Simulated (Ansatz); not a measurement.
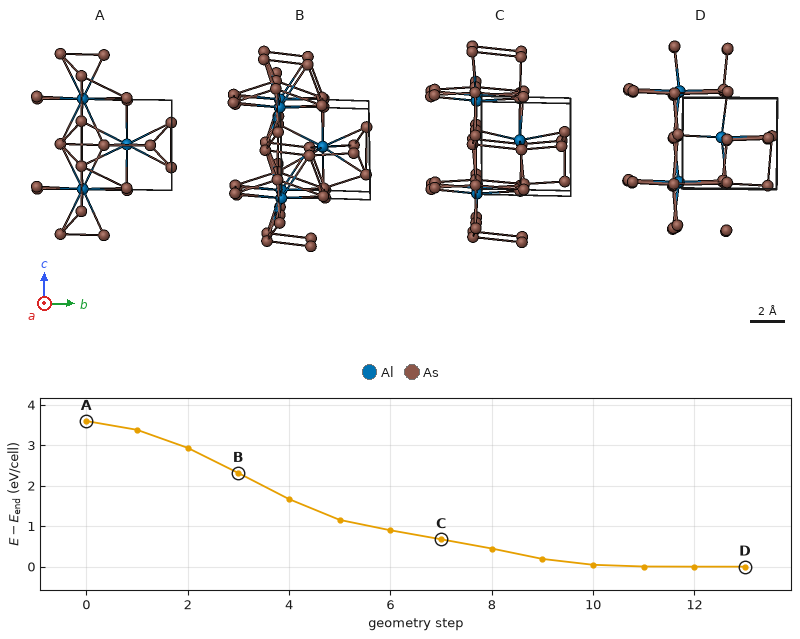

Frames of a relaxation of solid AlAs₃ (a generated structure, set up in P1) (coarse preliminary run), marked on the history of the run. A ball-and-stick model of the cell of the calculation, reduced to other axes, seen along the a axis. Lengths and directions refer to the drawn axes.

Computed with Ansatz 0.2.0, DFT PBE, scalar-relativistic, plane waves, PAW.

The input:
```yaml
crystal:
  lattice:
    - [5.3892586147, -0.0409069389, -0.1149588122]
    - [-0.0409069389, 5.3668769618, -0.0324040523]
    - [-0.1149588122, -0.0324040523, 5.2443083374]
  atoms:
    - { symbol: Al, position: [0.4986419198, 0.499667435, 0.5028396651] }
    - { symbol: Al, position: [1.0007583845, -0.0083658815, 0.0061267763] }
    - { symbol: As, position: [0.5045088993, 0.2395010973, -0.0150668681] }
    - { symbol: As, position: [0.5106219269, 0.755468399, -0.0024699666] }
    - { symbol: As, position: [0.2486392591, 1.0067035216, 0.4972461005] }
    - { symbol: As, position: [0.7471798743, 1.0066132029, 0.5171070786] }
    - { symbol: As, position: [0.0067160083, 0.4973662657, 0.2421298121] }
    - { symbol: As, position: [-0.0170662722, 0.5030459599, 0.7520874021] }
basis:
  ecutwfc: 420
kpoints:
  mp_grid: { grid: [4, 4, 4] }
hamiltonian:
  xc: pbe
scf:
  occupations: { method: gaussian, width: 0.2 }
  lower_state_search: "off"
output:
  forces: true
  stress: true
  eigenvalues: true
relax:
  adjacent_minimum: "off"
  f_tol: 0.025
  max_steps: 60
  cell: { stress_tol: 0.25 }
```

Launched with:
```bash
ansatz run input.yaml --threads 1 --pin off --max-ram 2560MiB --backend cpu --events-out ev --progress --plain --runs-dir out
```

What happens along the run?

The run was cut off at its time limit before the program reported convergence, but its last step already meets the force threshold: the largest component is 0.0049 eV/Å against 0.025 eV/Å. The pressure is within 0.03 GPa of its target. The atom that moves furthest relative to the cell is As4 (1.34 Å roughly along [−1 3 1]). Largest moves by element: As 1.34 Å, Al 0.71 Å. The volume changes by +9.5 %, with a 5.246 → 5.426 Å (+3.4 %), b 5.367 → 5.638 Å (+5.0 %), c 5.391 → 5.428 Å (+0.7 %), α 90.9° → 90.0°, β 92.5° → 91.3°, γ 90.7° → 90.0°. Among the contacts that change: As4–As6 3.178 → 5.017 Å, As4–As6 (another image) 3.230 → 4.947 Å, As5–As7 3.235 → 4.787 Å, As5–As7 (another image) 3.259 → 4.667 Å. New bonds form, among them: As4–As7 (3.25 → 2.47 Å), As6–As8 (3.15 → 2.47 Å). Among the angles between lasting bonds that change: Al1–As4–As3 61.3° → 94.1°, Al2–As6–As5 66.1° → 90.4°, As4–Al1–As8 67.4° → 90.4°. The space group (tolerance 0.01 Å) goes from P1 (No. 1) to Aem2 (No. 39). The energy falls by 3.600 eV per cell of the calculation in 13 geometry steps. The largest force component goes from 0.28 to 0.0049 eV/Å. The pressure goes from 0.58 to 0.03 GPa. Cost: 9.9 min on 1 thread of Arm Neoverse V1, with other jobs on the host, peak memory 0.51 GiB. From step 0 to 3: As4 moves most (0.48 Å), volume +1.7 %, energy −1.285 eV per cell of the calculation. From step 3 to 7: As4 moves most (0.71 Å), volume +5.3 %, energy −1.638 eV per cell of the calculation. From step 7 to 13: As8 moves most (0.53 Å), volume +2.2 %, energy −0.677 eV per cell of the calculation.
